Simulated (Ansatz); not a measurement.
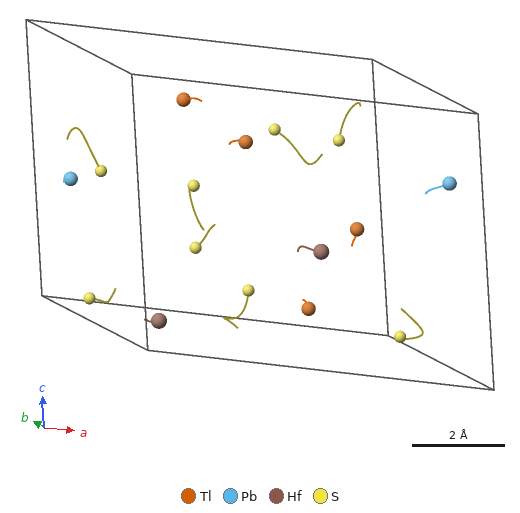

First-principles dynamics of an amorphous cell of composition HfTl$_{2}$PbS$_{4}$ (16 atoms in the cell), 90 fs long. Lines trace each atom's path, in the colour of its element; spheres stand at the starting positions. Seen slightly off an axis in the simulation cell.

Computed with DFT, PAW plane waves, PBE (Ansatz 0.2.0). Run with plane-wave cutoff 420 eV; k-point mesh 2 × 2 × 3; cold smearing 0.15 eV; Nosé-Hoover thermostat (NVT); set temperature 2000 K; time step 1.5 fs.

Input file:
```yaml
crystal:
  lattice:
    - [7.507381, 0.082542, -1.473892]
    - [-1.364694, 8.978013, 1.647898]
    - [0.189203, 0.348628, 6.055256]
  atoms:
    - { symbol: Tl, position: [0.64479, 0.052636, 0.520967] }
    - { symbol: Tl, position: [0.75308, 0.933371, 0.074493] }
    - { symbol: Tl, position: [0.363917, 0.147838, 0.777534] }
    - { symbol: Tl, position: [0.387454, 0.808239, 0.804036] }
    - { symbol: Pb, position: [0.09387, 0.969042, 0.443302] }
    - { symbol: Pb, position: [0.980516, 0.251059, 0.695815] }
    - { symbol: Hf, position: [0.653896, 0.445303, 0.363278] }
    - { symbol: Hf, position: [0.180334, 0.478371, 0.038443] }
    - { symbol: S, position: [0.575942, 0.569135, 0.770002] }
    - { symbol: S, position: [0.294225, 0.445318, 0.550451] }
    - { symbol: S, position: [0.809104, 0.244605, 0.117345] }
    - { symbol: S, position: [0.093289, 0.85092, 0.033888] }
    - { symbol: S, position: [0.828439, 0.795735, 0.722586] }
    - { symbol: S, position: [0.360622, 0.193462, 0.230724] }
    - { symbol: S, position: [0.412512, 0.858483, 0.261342] }
    - { symbol: S, position: [0.087009, 0.646184, 0.534542] }
kpoints:
  mp_grid: { grid: [2, 2, 3] }
magnetization:
  spin_polarized: false
scf:
  occupations: { method: cold, width: 0.15 }
hamiltonian:
  pseudopotentials: { kind: paw }
  xc: pbe
basis:
  ecutwfc: 420
md:
  timestep: 1.5
  n_steps: 60
  ensemble: nvt_nose_hoover
  temperature: 2000.0
  initial_velocities: maxwell_boltzmann
  seed: 554292
```

Command:
```bash
ansatz run input.yaml --threads 2 --pin off --max-ram 2560MiB --backend cpu --events-out ev --progress --plain --runs-dir out
```

### Describe the motion.

In the second half of the run the atoms are, in the root-mean-square, this far from where they began (common drift taken out): S 1.00 Å, Pb 0.52 Å, Hf 0.38 Å, Tl 0.34 Å. The run lasts only 90 fs, too short to tell vibration from diffusion. Bond changes: 2 S–S bonds form between 69 fs and 74 fs. The mean temperature in the second half is 3694 K (standard deviation 743 K). That is above the set 2000 K, because the structure releases potential energy faster than the thermostat removes it. The potential energy in the second half lies on average 324 meV per atom below the first frame. The conserved quantity stays between −0.55 and 0.082 meV per atom of its start. A straight-line fit has a slope that amounts to −0.37 meV per atom over 90 fs (under 0.1 % of the mean kinetic energy), and the ripple about it is 0.1 % of the kinetic energy's fluctuation. With a drift under 2 % and a ripple under 7 %, the integration is accurate.

Limits of the set-up: the periodic images lie only 6.1 Å apart, so the values are limited by the cell's size.

The run took 13 min on 2 threads of Arm Neoverse V1, on a shared host, peak memory 1.2 GiB.
